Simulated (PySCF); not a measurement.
Zn(H)(SMe), SMILES [S]([ZnH])C (CH4SZn) at its PBE0/def2-SVP optimised geometry (Å):

```
7

Zn     0.7839    -1.1133     0.0000
H      2.3227    -1.1133     0.0000
S     -1.3942    -1.1065     0.0042
C     -1.7308     0.4306     0.9474
H     -2.3143     0.1812     1.8448
H     -2.3227     1.1133     0.3216
H     -0.8239     0.9625     1.2677
```

Calculation: PBE0/def2-TZVP in PySCF. Cells within 0.4 Å of a nucleus heavier than hydrogen are left out (blank, or x).

Map of the deformation density (molecule minus spherical neutral atoms) (e/bohr³) on the plane z = 0.0 Å:

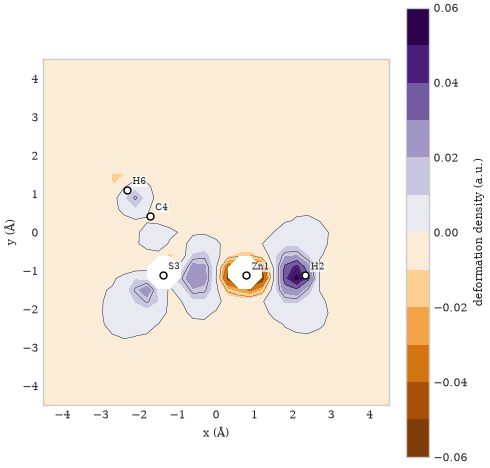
Deformation density (molecule minus spherical neutral atoms) (e/bohr³) on the plane z = 0.0 Å.
